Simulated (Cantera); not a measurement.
Feed: 1 mol Ta, 4.3 mol CO₂, 110 mol H₂, held at 900 Torr.

Method: chemical equilibrium by Gibbs-energy minimisation in Cantera with the NASA 1993 tables (ideal gas, pure condensed phases). Candidate condensed phases: C, C₆H₆, C₇H₈, C₈H₁₈, H₂O, Ta, TaC, Ta₂O₅; 113 gas species. Rates play no part.

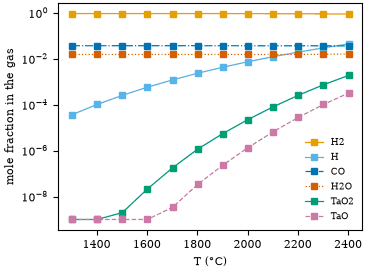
Equilibrium gas composition (values under 1e-9 drawn at 1e-9)

From 1302 °C to 1702 °C the condensed part is Ta₂O₅(s). From 1802 °C to 2402 °C the condensed part is Ta₂O₅(l).
